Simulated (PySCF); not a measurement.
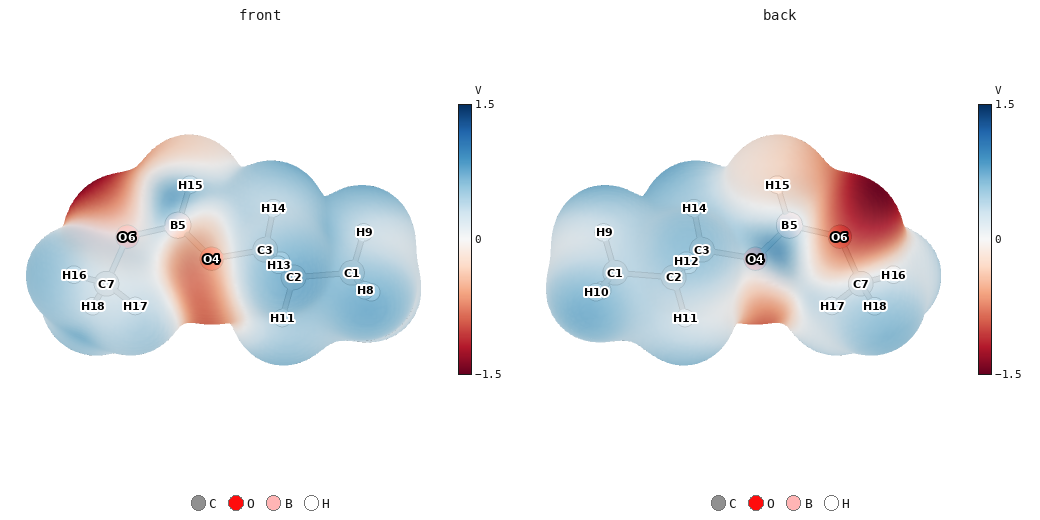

C4H11BO2 (SMILES CCCOBOC). The electrostatic potential painted on the density surface at 0.002 e/bohr³, seen from the front and from behind; red is negative and blue positive.

Geometry: GFN2-xTB.

Computed with B3LYP/def2-SVPD, SCF density, gas phase in PySCF.

```xyz
18

C    -3.0245   -0.3736   -0.1878
C    -1.5217   -0.5451   -0.0119
C    -0.7397    0.5563   -0.7304
O     0.6441    0.3105   -0.6724
B     1.4669    0.8809    0.2398
O     2.7719    0.5725    0.2732
C     3.3641   -0.3600   -0.6061
H    -3.2948   -0.4240   -1.2403
H    -3.3478    0.5885    0.2030
H    -3.5589   -1.1583    0.3416
H    -1.2077   -1.5115   -0.4108
H    -1.2610   -0.5212    1.0484
H    -1.0169    0.5792   -1.7910
H    -0.9750    1.5313   -0.2844
H     1.1046    1.6783    1.0281
H     4.2397    0.1070   -1.0616
H     2.6647   -0.6716   -1.3826
H     3.6832   -1.2327   -0.0313
```

Question: Describe the electrostatic potential map.

Answer: The most negative region (about −1.5 V) lies over O6, the most positive (about +0.7 V) over the B and H atoms. O6 is the likeliest acceptor of a hydrogen bond.

Question: What dipole moment does the calculation give?

Answer: Its dipole moment is 1.70 D.
